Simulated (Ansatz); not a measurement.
# BH5O3Si: the cost of one run

Computed with Ansatz 0.2.0, Gaussian basis. Level: PBE0-D4/def2-TZVP structures, single points in def2-TZVPP, no counterpoise correction.

Levels: SPW92, PBE-D4, BLYP-D4, r2SCAN-D4, B97M-V, PBE0-D4, B3LYP-D4, r2SCAN0-D4, BHLYP-D4, CAM-B3LYP-D4, wB97X-V, wB97M-V, B2PLYP, PBE-QIDH, RPA on PBE, Hartree-Fock, MP2, CCSD, CCSD(T).

Cores are frozen in the correlated methods. B3LYP uses VWN-RPA correlation. B2PLYP carries no dispersion term here.

94 further runs of the same task are left out: 94 set aside as unsound or not needed. Runs told in other sessions of the task aren't counted.

## 1. Starting geometry

The complex: 12 atoms, charge 0, spin multiplicity 1.

Atoms are counted from 1 here; the program's logs count them from 0.

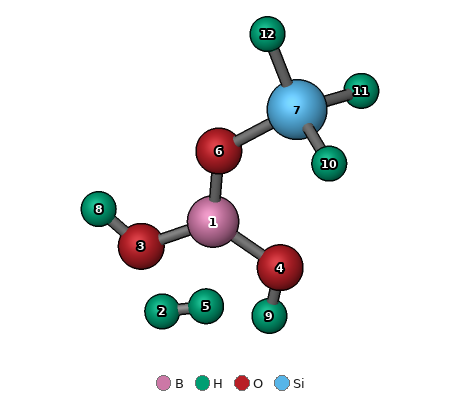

Start geometry, drawn with boron pink, hydrogen teal, oxygen red, silicon blue; atoms are numbered from 1 in the order of the file.

Geometry (Å):

```tsv
atom	x (Å)	y (Å)	z (Å)
B1	0.8221	0.0076	0.6241
H2	1.1466	1.1985	-2.2245
O3	1.8444	0.8366	0.9894
O4	1.0950	-1.2642	0.2117
H5	0.7382	0.5951	-2.3869
O6	-0.4742	0.4324	0.6697
Si7	-1.8657	-0.3532	0.2504
H8	1.5282	1.7013	1.2593
H9	2.0349	-1.4578	0.2127
H10	-1.8327	-0.7475	-1.1804
H11	-2.0656	-1.5561	1.0963
H12	-2.9714	0.6074	0.4779
```

Its parts: BH5O3Si holds atoms 1, 3, 4, 6, 7, 8, 9, 10, 11, 12; H2 holds atoms 2, 5. Each part counts its atoms afresh in its own runs.

## 2. Relaxing BH5O3Si alone

relax-a/in.yaml

```yaml
crystal:
  periodic: [false, false, false]
  atoms:
    - {symbol: B, position_ang: [0.822122, 0.007616, 0.624136]}
    - {symbol: O, position_ang: [1.844434, 0.836562, 0.989359]}
    - {symbol: O, position_ang: [1.095022, -1.264190, 0.211699]}
    - {symbol: O, position_ang: [-0.474225, 0.432377, 0.669745]}
    - {symbol: Si, position_ang: [-1.865653, -0.353177, 0.250387]}
    - {symbol: H, position_ang: [1.528179, 1.701316, 1.259296]}
    - {symbol: H, position_ang: [2.034894, -1.457837, 0.212729]}
    - {symbol: H, position_ang: [-1.832658, -0.747465, -1.180431]}
    - {symbol: H, position_ang: [-2.065584, -1.556057, 1.096309]}
    - {symbol: H, position_ang: [-2.971446, 0.607419, 0.477937]}
basis:
  gaussian: {orbitals: def2-TZVP}
hamiltonian: {xc: pbe0, dispersion: d4}
relax: {f_tol: 0.005, max_steps: 200}
```

The run is started by

```sh
ansatz run in.yaml --threads 8 --pin off --events-out ev --progress --plain --max-ram 19148MiB
```

**Question.** How long does this run take on 8 threads of Intel Xeon 6975P-C, shared host?

About 7 s.
